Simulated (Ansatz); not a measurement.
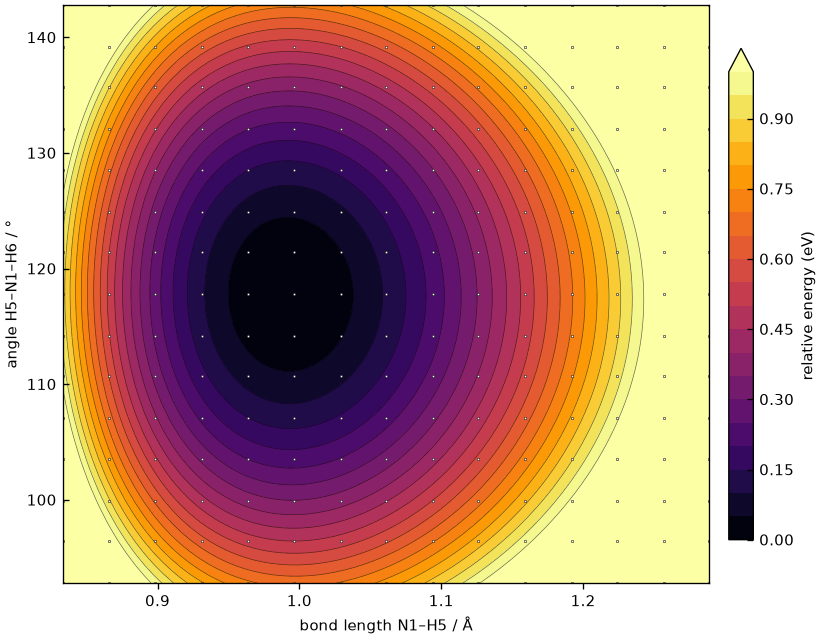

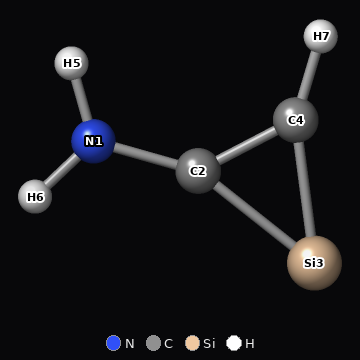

Energy landscape of C2H3NSi. 
- First axis: bond length N1–H5. Second axis: angle H5–N1–H6.
- Nothing is relaxed (all other coordinates rigid).
- Grid: 15 × 15 points.
- Points are written as (first, second).
- Energies: eV, counted from the relaxed molecule at the same level.
- Theory: RHF/def2-TZVP in Ansatz 0.2.0.

Drawn: filled contours, dots at the grid points, one colour for all values above the top of the scale. Between grid points the surface is interpolated. The second picture is the structure at the lowest point.

Where are the wells?

Answer. The lowest grid point is at (0.996 Å, 117.8°), 0.0004 eV from the relaxed molecule at the same level. No other kind of well shows on this grid. The highest grid point, (1.289 Å, 142.8°), lies 1.96 eV above the lowest. Round the minimum the two coordinates are nearly uncoupled.

The input of one point:

```yaml
crystal:
  periodic: [false, false, false]
  atoms:
    - { symbol: "N", position_ang: [-0.573483, 1.032426, -0.073903] }
    - { symbol: C, position_ang: [0.112503, -0.030258, 0.354886] }
    - { symbol: Si, position_ang: [1.00231, -1.091155, 1.53773] }
    - { symbol: C, position_ang: [0.581376, -1.177942, -0.183203] }
    - { symbol: H, position_ang: [-0.872643, 1.111538, -1.020613] }
    - { symbol: H, position_ang: [-0.800261, 1.77002, 0.54466] }
    - { symbol: H, position_ang: [0.548911, -1.614207, -1.163458] }
basis:
  gaussian: { orbitals: def2-TZVP }
hamiltonian:
  xc: hf
output:
  forces: true
```

Time for the 225 points that were run: 18 min on 1 thread of Arm Neoverse N1, with other jobs on the host.
